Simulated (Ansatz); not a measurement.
```xyz
14

Sn    0.0074   -0.0478    0.0063
H     0.0285   -0.1926    1.7409
C     2.0508    0.0440   -0.7344
H     2.5998   -0.8777   -0.4604
H     2.0466    0.1427   -1.8375
H     2.5779    0.9155   -0.3000
C    -1.0530    1.7668   -0.5553
H    -2.1001    1.7265   -0.1975
H    -0.5587    2.6532   -0.1126
H    -1.0561    1.8731   -1.6577
C    -1.0012   -1.7747   -0.8497
H    -2.0254   -1.8643   -0.4379
H    -1.0670   -1.6640   -1.9499
H    -0.4407   -2.7009   -0.6167
```

Core potentials replace the inner electrons of Sn.

Computed with RKS PBE-D4/def2-SVP in Ansatz 0.2.0.

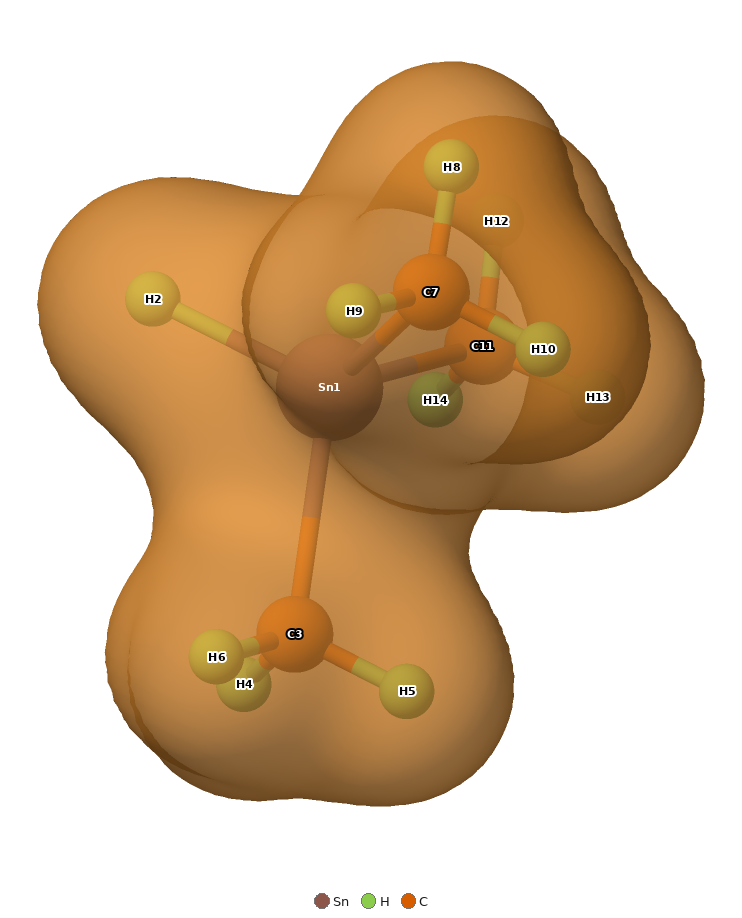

C₃H₁₀Sn. Isosurface of the electron density at 0.05 e/Å³ (orange), seen at an oblique angle.

What does this surface tell about the bonding?

Answer. At this value the surface is in one piece. It bridges the shortest C–Sn (2.18 Å), C–H (1.11 Å) and Sn–H (1.74 Å) contacts, where the density stays above the isovalue. On the grid the lowest density along these lines, outside the cores, is 0.65 e/Å³ (C–Sn, 2.18 Å), 1.7 e/Å³ (C–H, 1.11 Å) and 0.68 e/Å³ (Sn–H, 1.74 Å).
